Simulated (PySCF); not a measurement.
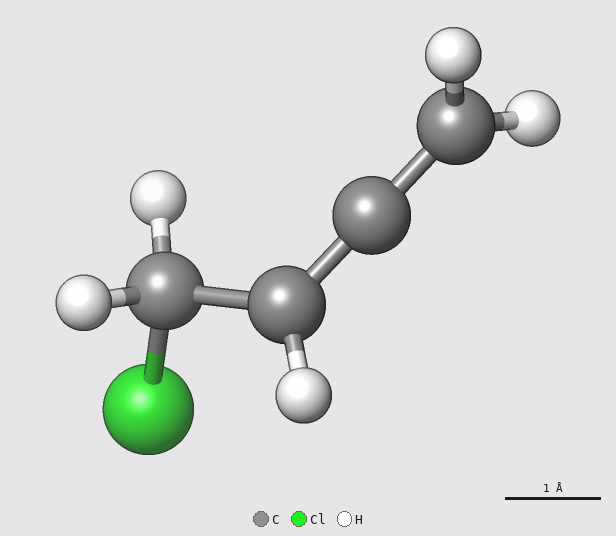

A ball-and-stick model of a molecule.

The computed structure is the end point of a PBE0-D3(BJ)/def2-SVP optimisation. No frequency run is at hand to confirm it as a minimum.

Count the atoms of each element.

C₄H₅Cl, 10 atoms: 4 carbon, 5 hydrogen and 1 chlorine.

Count the bonded pairs by element.

5 C–H, 3 C–C, 1 C–Cl.

Does it have rings?

It has no ring.

More results for the same structure follow; atom numbers are the same in all pictures, views and colours differ.

Shape

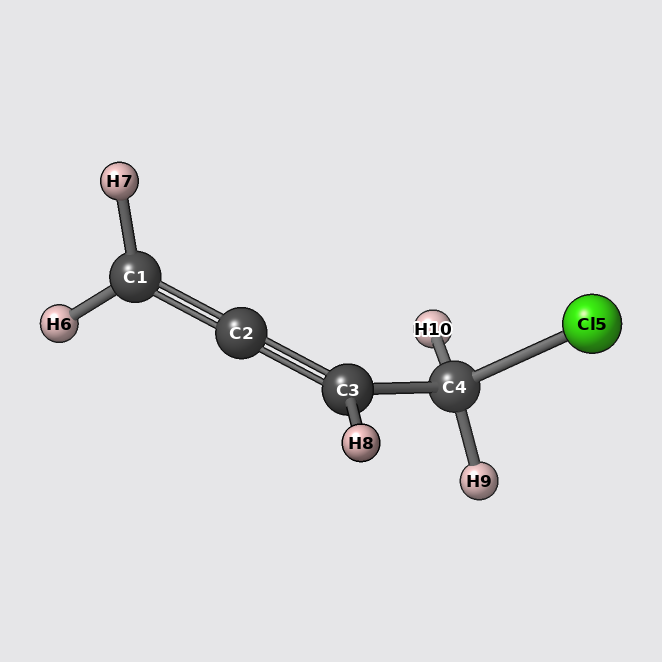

The atoms are numbered. No frequency run is at hand to confirm it as a minimum.

What is the geometry at C3?

C3 has 3 neighbours (C2 at 1.31, C4 at 1.49, H8 at 1.10 Å); the arrangement is trigonal planar.

What is the geometry at C1?

C1 has 3 neighbours (C2 at 1.31, H6 at 1.10, H7 at 1.10 Å); the arrangement is trigonal planar.

How are the neighbours of atom 2 arranged?

C2 has 2 neighbours (C1 at 1.31, C3 at 1.31 Å); the arrangement is linear.

How are the neighbours of atom 4 arranged?

C4 has 4 neighbours (C3 at 1.49, Cl5 at 1.80, H9 at 1.10, H10 at 1.10 Å); the arrangement is tetrahedral.

What is the dihedral angle C2–C3–C4–Cl5?

122° in size, that is anticlinal.

Dipole moment

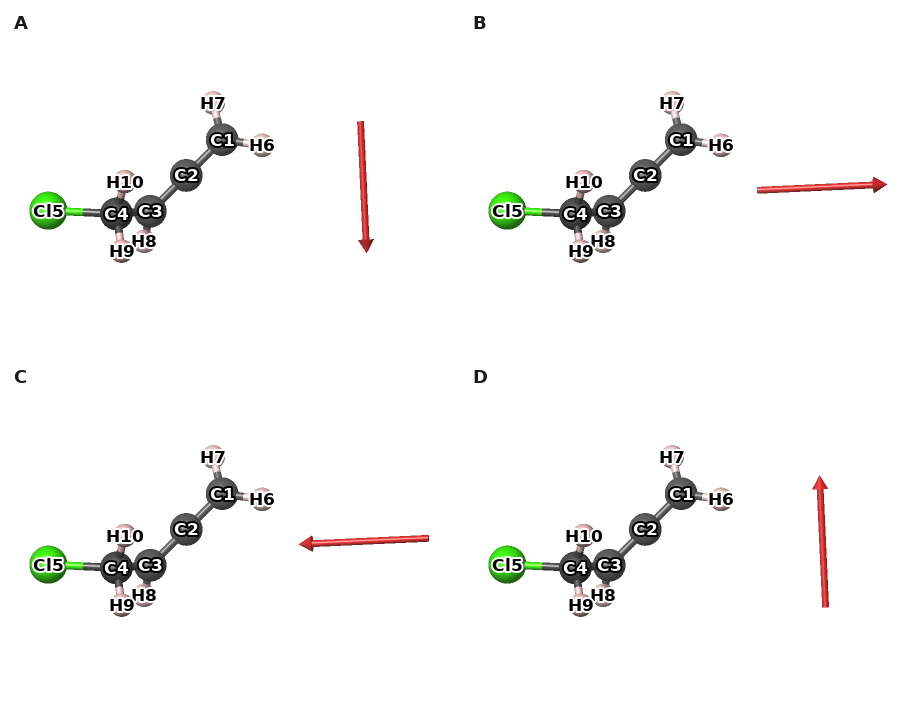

The same molecule four times, each with an arrow. No frequency run is at hand to confirm it as a minimum. Method: PBE0/pcSseg-1, gas phase (PySCF 2.14.0).

Which arrow points along the dipole moment, from the negative to the positive end?

B. The dipole moment is 2.22 D; it points from the side of Cl5 to the side of H6 (the outermost atoms at the two ends).

NMR shielding

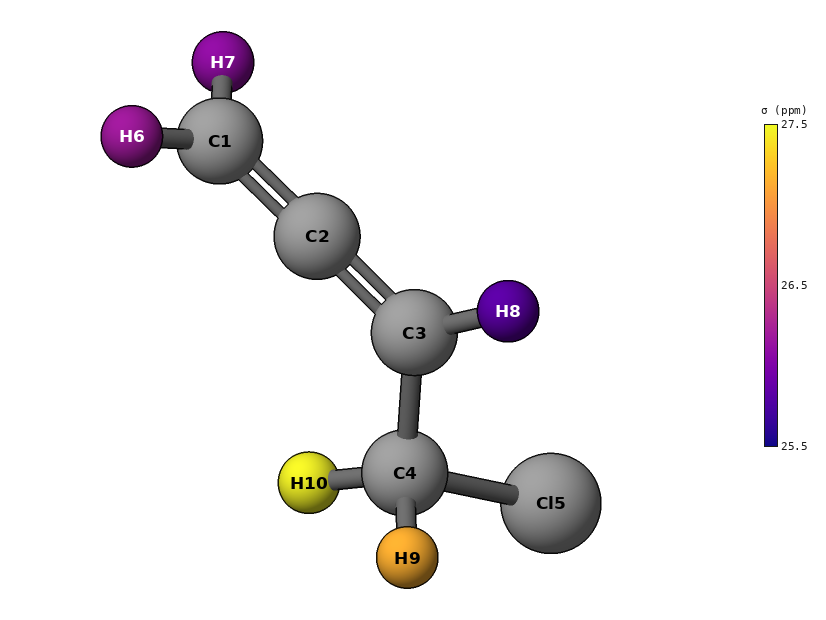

Atoms are coloured by their isotropic NMR shieldings (H only, the others grey). No frequency run is at hand to confirm it as a minimum. Level of theory: GIAO PBE0/pcSseg-1 NMR shielding, non-relativistic, gas phase (PySCF 2.14.0).

Which H atom is the most shielded (lowest chemical shift)?

H10 (27.46 ppm).

Which H atom is the least shielded (highest chemical shift)?

H8 (25.83 ppm).

How wide is the range of H shifts?

1.63 ppm.

List the isotropic NMR shieldings of the H atoms.

```json
{"atom": "H6", "σ (ppm)": "26.19"}
{"atom": "H7", "σ (ppm)": "26.11"}
{"atom": "H8", "σ (ppm)": "25.83"}
{"atom": "H9", "σ (ppm)": "27.15"}
{"atom": "H10", "σ (ppm)": "27.46"}
```

Quadrupole coupling

No frequency run is at hand to confirm it as a minimum. Electric field gradients from the ground-state density, PBE0/pcSseg-1 (PySCF 2.14.0), non-relativistic apart from any core potentials.

Give the largest field-gradient component, the quadrupole coupling constant and the asymmetry for 35Cl at Cl5 (Q = −81.7 mb), 2H at H6 (Q = 2.86 mb), 2H at H7 (Q = 2.86 mb), 2H at H8 (Q = 2.86 mb), 2H at H9 (Q = 2.86 mb).

| atom | V_zz (a.u.) | e²qQ/h (MHz) | η |
| --- | --- | --- | --- |
| Cl5 | 4.011 | −77.0 | 0.03 |
| H6 | 0.304 | 0.204 | 0.06 |
| H7 | 0.304 | 0.204 | 0.06 |
| H8 | 0.297 | 0.200 | 0.09 |
| H9 | 0.283 | 0.190 | 0.04 |
